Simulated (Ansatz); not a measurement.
CH7B2FSi: phonon calculation

- system: CH7B2FSi, SMILES B[SiH2]C(B)F
- method: RKS r2SCAN/def2-SVP (Ansatz 0.2.0)

It belongs to a series of runs on one base structure; here: vibrations at the highest image of the band. Figures and captions count atoms from 1; the log counts them from 0 in places.

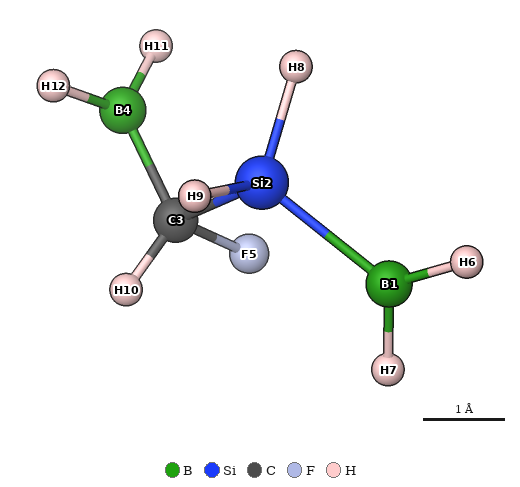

**Figure 1.** The structure (ball-and-stick view, seen at a tilt; atoms are numbered from 1 in the order of the input). Bond lengths as drawn: B–C 1.52 Å, B–H 1.21 Å, B–Si 2.01 Å, C–F 1.40 Å, C–H 1.10 Å, C–Si 1.96 Å and H–Si 1.50 Å.

## Input file
```yaml
crystal:
  periodic: [false, false, false]
  atoms:
    - { symbol: B, position_ang: [-1.594609, 0.181872, 1.633969] }
    - { symbol: Si, position_ang: [0.121708, -0.371966, 0.735558] }
    - { symbol: C, position_ang: [0.29433, 0.66223, -0.921046] }
    - { symbol: B, position_ang: [1.205049, -0.320937, -1.633877] }
    - { symbol: F, position_ang: [-1.002717, 0.830896, -1.41219] }
    - { symbol: H, position_ang: [-2.083259, -0.516728, 2.48898] }
    - { symbol: H, position_ang: [-2.122496, 1.235437, 1.382063] }
    - { symbol: H, position_ang: [0.154547, -1.838508, 0.431461] }
    - { symbol: H, position_ang: [1.279331, -0.0708, 1.639167] }
    - { symbol: H, position_ang: [0.700101, 1.637206, -0.597972] }
    - { symbol: H, position_ang: [0.769434, -1.099293, -2.445021] }
    - { symbol: H, position_ang: [2.355581, -0.38451, -1.266993] }
basis:
  gaussian: { orbitals: def2-SVP }
hamiltonian:
  xc: r2scan
phonons: {}
```

Hardware: 2 threads of Intel Xeon @ 2.90GHz (Ice Lake), 16 GiB of memory available, shared host.

Launched with:
```bash
ansatz run input.yaml --threads 2 --pin off --max-ram 3072MiB --backend cpu --events-out ev --progress --plain --runs-dir out
```

## What the program printed
```
Engine: ansatz 0.2.0, x86_64-unknown-linux-gnu
Functional definition: r2SCAN
  parameter k0 = 0.174
  parameter k1 = 0.065
  parameter a1 = 4.9479
  exchange = r2scan_x(k0 = k0, k1 = k1, a1 = a1)
  correlation = r2scan_c
1216 factors; their error is unknown
mean field evaluation 1: about -13082.7040 eV, gradient 3.3e1 eV
mean field evaluation 2: about -13081.9906 eV, gradient 3.7e1 eV
mean field evaluation 4: about -13085.9102 eV, gradient 1.7e0 eV
mean field evaluation 8: about -13085.9221 eV, gradient 5.6e-2 eV
mean field evaluation 16: about -13085.8528 eV, gradient 3.8e-5 eV
mean field -13085.85278041 eV, -480.8962197706 hartree, gradient 3.9e-5 eV, S^2 0.000000; 0 other end points of the search recorded, 0 dependent functions left out
the calculation of the forces begins
reference -13085.85279189 eV, -480.8962201923 hartree; 23, 23 occupied and 86, 86 virtual orbitals, 1216 factors
these checks for a lower state are left out or cut short: stability, starts, cluster_reference, orbital_swaps, neighbouring_geometries, increment
1216 factors; their error is unknown
mean field -13085.85269444 eV, -480.8962166111 hartree, gradient 1.2e-6 eV, S^2 0.000000; 0 other end points of the search recorded, 0 dependent functions left out
[... from here on the field's lines of each further geometry are left out, up to the last ...]
the calculation of the forces begins
reference -13085.85277998 eV, -480.8962197548 hartree; 23, 23 occupied and 86, 86 virtual orbitals, 1216 factors
these checks for a lower state are left out or cut short: stability, starts, cluster_reference, orbital_swaps, neighbouring_geometries, increment
1216 factors; their error is unknown
mean field evaluation 448: about -13085.8528 eV, gradient 1.1e-6 eV
mean field -13085.85276614 eV, -480.8962192459 hartree, gradient 1.1e-6 eV, S^2 0.000000; 0 other end points of the search recorded, 0 dependent functions left out
the calculation of the forces begins
reference -13085.85277761 eV, -480.8962196676 hartree; 23, 23 occupied and 86, 86 virtual orbitals, 1216 factors
WARN: phonons: modes at or below zero, which the zero-point energy, F, S and C_V leave out: 1, the lowest at -106.70 cm⁻¹. A minimum has none, and a first-order saddle one
Total energy: -13085.85279189 eV, -480.8962201923 hartree
Atom 0 at    -1.594609     0.181872     1.633969 Å, force    -0.005744     0.002889     0.011666 eV/Å
Atom 1 at     0.121708    -0.371966     0.735558 Å, force    -0.004703     0.003243    -0.006131 eV/Å
Atom 2 at     0.294330     0.662230    -0.921046 Å, force     0.020283    -0.002002     0.020230 eV/Å
Atom 3 at     1.205049    -0.320937    -1.633877 Å, force     0.005713     0.010028    -0.016222 eV/Å
Atom 4 at    -1.002717     0.830896    -1.412190 Å, force    -0.011617    -0.008496    -0.005485 eV/Å
Atom 5 at    -2.083259    -0.516728     2.488980 Å, force    -0.000390    -0.002521    -0.001737 eV/Å
Atom 6 at    -2.122496     1.235437     1.382063 Å, force     0.005059     0.002565    -0.003367 eV/Å
Atom 7 at     0.154547    -1.838508     0.431461 Å, force     0.000071    -0.003112    -0.000892 eV/Å
Atom 8 at     1.279331    -0.070800     1.639167 Å, force    -0.002339     0.000057     0.001789 eV/Å
Atom 9 at     0.700101     1.637206    -0.597972 Å, force    -0.001061     0.002044    -0.002939 eV/Å
Atom 10 at     0.769434    -1.099293    -2.445021 Å, force    -0.001257    -0.002996     0.002604 eV/Å
Atom 11 at     2.355581    -0.384510    -1.266993 Å, force    -0.004016    -0.001698     0.000484 eV/Å
Dipole moment:     0.080652     0.069489     0.322627 e Å
Vibrations: -106.70 51.66 136.55 178.45 250.04 365.20 404.33 456.68 568.17 602.06 618.27 690.84 781.42 795.50 899.68 914.64 924.68 969.52 1012.67 1103.73 1144.07 1218.92 1331.82 2190.96 2198.31 2572.66 2583.02 2674.04 2689.88 3075.08 cm⁻¹, zero-point energy 2.070713 eV
```

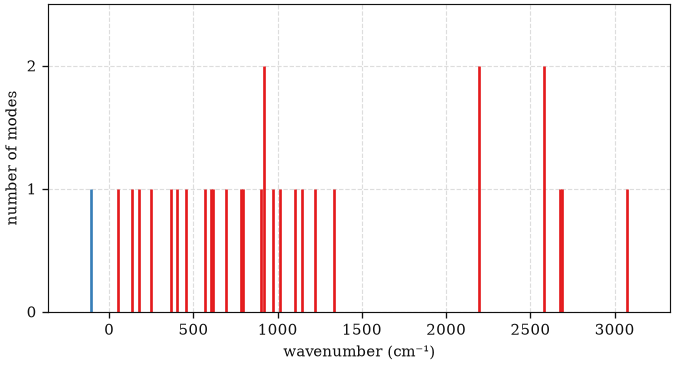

**Figure 2.** Harmonic vibrational wavenumbers from the force constants; neighbouring modes closer than 14 cm⁻¹ are counted in one stick, and imaginary ones are drawn at negative wavenumbers. 30 modes from 107i to 3075 cm⁻¹, 1 imaginary beyond 8i (107i cm⁻¹): a first-order saddle point, if the geometry is stationary.

## Summary

- outcome: converged
- total energy: −13085.8528 eV
- mean-field energy: −13085.8528 eV
- largest force (length of the vector): 0.029 eV/Å
- wall time: 2.3 min (CPU time 4.4 min)
- peak memory: 0.17 GiB
